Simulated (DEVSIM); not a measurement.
Structure: Pt/HfO2/p-In0.53Ga0.47As capacitor, at 300 K.

```tsv
layer (left to right)	material	thickness (nm)	Na (cm⁻³)
1	HfO2	21.0	-
2	In0.53Ga0.47As	2500	5.1e16
```

Metal gate on the left, work function 5.6 eV. Fixed charge at the semiconductor interface -1e11 cm⁻² (in units of +e); no interface traps.

The device is made up for the run: typed textbook-type constants, with dimensions and the other settings drawn at random. Values at 300 K.

| parameter | HfO2 | In0.53Ga0.47As |
|---|---|---|
| gap (eV) | 5.7 | 0.74 |
| affinity (eV) | 2.5 | 4.51 |
| permittivity | 22 | 13.9 |
| Nc (cm⁻³) | - | 2.1e17 |
| Nv (cm⁻³) | - | 7.7e18 |

DEVSIM, 1D Poisson equation in equilibrium, Boltzmann statistics, complete ionisation; no quantum confinement or tunnelling. Metal contacts follow the ideal Schottky-Mott rule: no Fermi-level pinning, no interface dipoles.

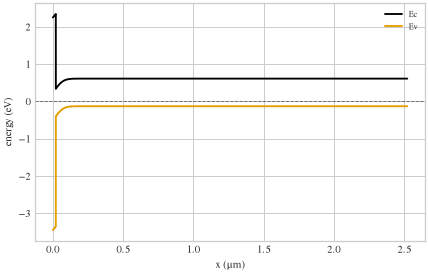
*Band edges at 0.85 V on the gate*

Energies count from the Fermi level of the right contact; mesh points crowd at the junctions.

```tsv
x (μm)	Ec (eV)	Ev (eV)	n (cm⁻³)	p (cm⁻³)	field (V/cm)
0.000	2.250	-3.450	< 1e2	< 1e2	45000
0.001386	2.256	-3.444	< 1e2	< 1e2	45000
0.004410	2.270	-3.430	< 1e2	< 1e2	45000
0.01047	2.297	-3.403	< 1e2	< 1e2	45000
0.01780	2.329	-3.370	< 1e2	< 1e2	45000
0.02012	2.340	-3.360	< 1e2	< 1e2	45000
0.02131	0.336	-0.404	4.8e11	1.2e12	57000
0.02419	0.352	-0.388	2.6e11	2.3e12	56000
0.02998	0.383	-0.357	7.7e10	7.7e12	52000
0.04271	0.443	-0.297	7.5e9	8.0e13	43000
0.07318	0.545	-0.195	1.5e8	4.1e15	24000
0.1775	0.610	-0.130	1.2e7	5.0e16	260
0.3875	0.610	-0.130	1.2e7	5.1e16	≈ 0
0.8487	0.610	-0.130	1.2e7	5.1e16	≈ 0
1.887	0.610	-0.130	1.2e7	5.1e16	≈ 0
2.240	0.610	-0.130	1.2e7	5.1e16	≈ 0
2.401	0.610	-0.130	1.2e7	5.1e16	≈ 0
2.469	0.610	-0.130	1.2e7	5.1e16	≈ 0
2.505	0.610	-0.130	1.2e7	5.1e16	≈ 0
2.514	0.610	-0.130	1.2e7	5.1e16	≈ 0
2.519	0.610	-0.130	1.2e7	5.1e16	≈ 0
2.521	0.610	-0.130	1.2e7	5.1e16	≈ 0
```
